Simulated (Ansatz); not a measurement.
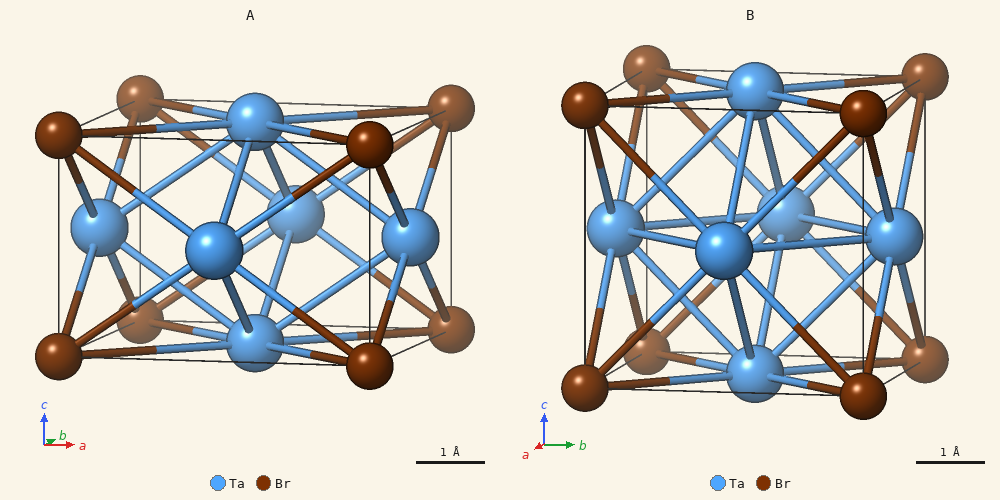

Two structures of Ta₃Br, each relaxed to rest (conventional cells in solid outline, small ones repeated, not to one scale). Method: Ansatz, DFT PBE, scalar-relativistic, plane waves, PAW, without spin polarisation.

### Which structures are these?

A: 4 atoms a cell on a primitive tetragonal lattice, P4/mmm. B: Cu₃Au (L1₂) type, Pm-3m.

### A or B: which is lower in energy?

A is lower, by 133 meV/atom at this level of theory (energies at zero smearing). Volumes: A 18.6, B 18.8 Å³/atom.

One or both may be structure types tried for this composition rather than known phases.
